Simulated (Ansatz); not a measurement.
```xyz
8
Lattice="5.5365 0.0000 0.0000 0.0000 5.5365 0.0000 0.0000 0.0000 5.5365" Properties=species:S:1:pos:R:3 pbc="T T T"
Ca    0.0000    0.0000    0.0000
Y     2.7682    2.7682    2.7682
S     0.0000    2.7682    2.7682
S     2.7682    0.0000    2.7682
S     2.7682    2.7682    0.0000
S     2.7682    0.0000    0.0000
S     0.0000    2.7682    0.0000
S     0.0000    0.0000    2.7682
```

Space group Pm-3m; a structure generated by program, which may or may not match a known phase; computed without spin polarisation.

These are results of Ansatz, DFT PBE, scalar-relativistic, plane waves, PAW, not measurements.

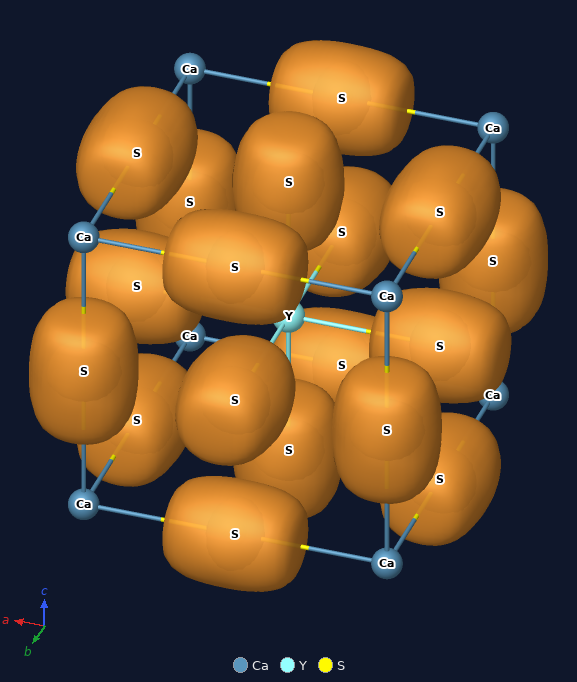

CaYS6. Isosurface of the ELF at 0.75 (orange), seen at an oblique angle. Core shells and regions of very low density are left out. Sticks mark near contacts.

Question: Where are the electrons localised?

Answer: The ELF exceeds this value in six regions wrapped around S (the valence shell of each), counted in one cell of 8 atoms. Any copies at cell faces, edges or corners count once. Along the contacts the grid gives the following. Ca–S (2.77 Å): the ELF peaks at about 0.95 in the valence shell of S, 0.9 Å from its nucleus, and is about 0.35 at the midpoint. Y–S (2.77 Å): the ELF peaks at about 0.90 in the valence shell of S, 0.9 Å from its nucleus, and is about 0.35 at the midpoint.
